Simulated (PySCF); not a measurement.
# C6H7F2O (SMILES O=C[C](F)[C@H]1C[C@H](F)C1) (doublet): what the fields show

```xyz
16

O     1.6070   -0.2983    1.5834
C     2.1160    0.1161    0.5483
C     1.3985    0.4102   -0.6388
F     2.1188    0.8531   -1.6794
C    -0.0455    0.2781   -0.8551
C    -0.6472   -1.0969   -0.4356
C    -1.3758   -0.4369    0.7369
F    -2.7358   -0.6217    0.7223
C    -0.9338    0.9409    0.2403
H     3.2024    0.2929    0.4711
H    -0.2848    0.5805   -1.8751
H     0.0805   -1.8540   -0.1596
H    -1.3338   -1.4899   -1.1812
H    -1.0204   -0.7175    1.7292
H    -0.3968    1.5427    0.9669
H    -1.7568    1.5098   -0.1848
```

Geometry: GFN2-xTB.

The calculation used PySCF, UKS B3LYP, pcH-1 on C F H O, non-relativistic, mean-field spin-orbit, GIAO.

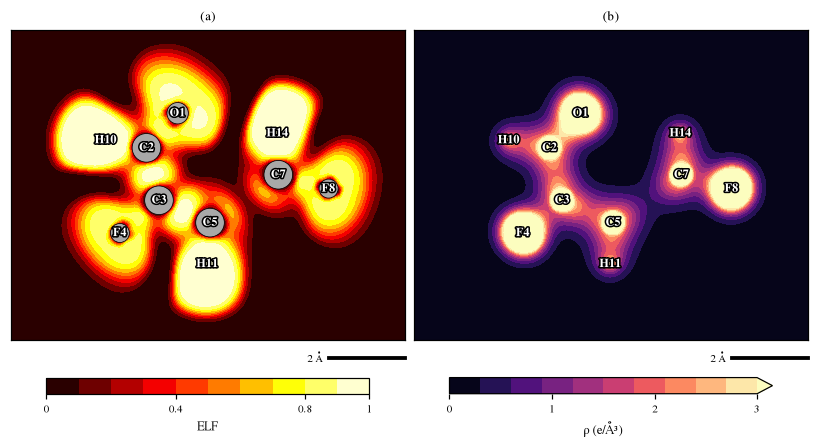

Figure 1. (a) electron localisation function; (b) total electron density on the plane of atoms C3, C5 and H11. Grey discs cover the atomic cores in the ELF map.

### What do the fields say about this system?

The plane passes through O, C, F and H nuclei. C–O (1.23 Å): ρ is about 3.1 e/Å³ halfway; the ELF peaks at about 0.85 between the atoms (a short, multiple covalent bond). C–F (1.34 Å): the density is about 2.3 e/Å³ at the midpoint; the ELF peaks at about 0.85 between the atoms: a shared but strongly polarised pair. C–C (1.42 Å): ρ is about 2.1 e/Å³ halfway; the ELF peaks at about 0.95 between the atoms, as expected for localised, covalent bonding. C–H (1.10 Å): ρ at the midpoint is about 2 e/Å³; the ELF climbs to about 1 towards the hydrogen, as it does in any bond to H (an ordinary covalent bond to hydrogen). C–C (1.47 Å): the density is about 1.9 e/Å³ at the midpoint; the ELF peaks at about 0.95 between the atoms; a covalent bond. The ELF also peaks beside F4, F8 and O1, away from the bonds: non-bonding electrons, paired or unpaired.

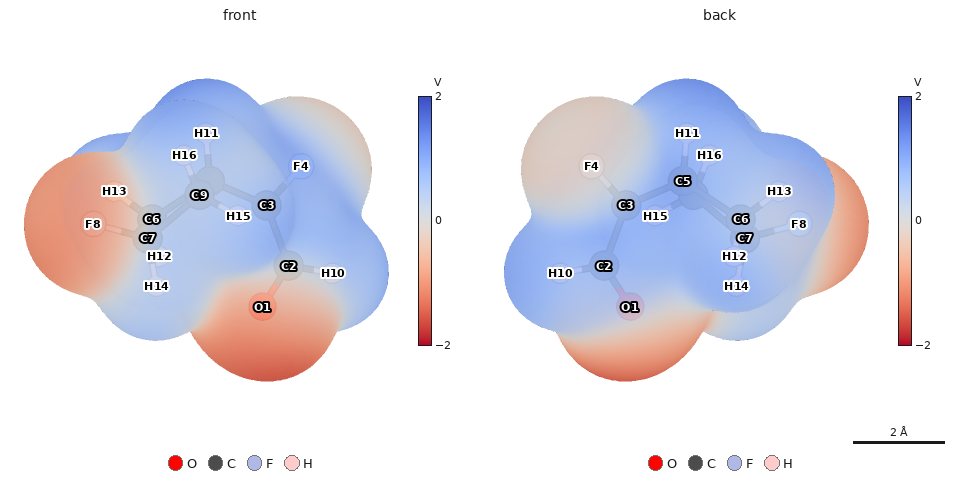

Figure 2. The electrostatic potential painted on the density surface at 0.002 e/bohr³, seen from the front and from behind; red is negative and blue positive.

### Which sites attract a positive test charge, and which a negative one?

A positive charge is drawn to the negative regions and a negative charge to the positive ones. The most negative region (about −1.5 V) lies over O1, the most positive (about +1.2 V) over H11. O1 is the likeliest acceptor of a hydrogen bond.

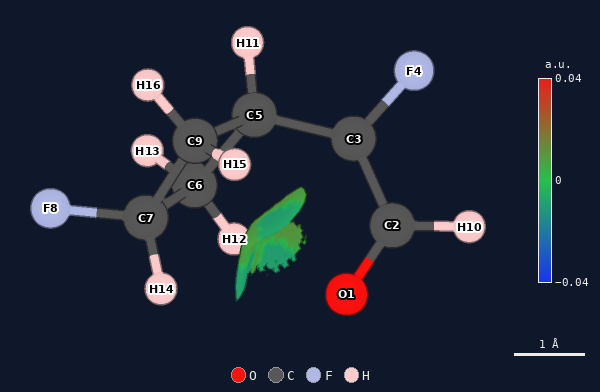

Figure 3. Non-covalent interaction (NCI) plot: the surface where the reduced density gradient is 0.5, for densities under 0.05 a.u., coloured by sign(λ₂)ρ; seen at a tilt.

### What holds or crowds the atoms apart from the covalent bonds?

Between O1 on one side and C7 and H14 on the other: a weak contact, attractive (blue-green) on one side and crowded (olive to red) on the other.
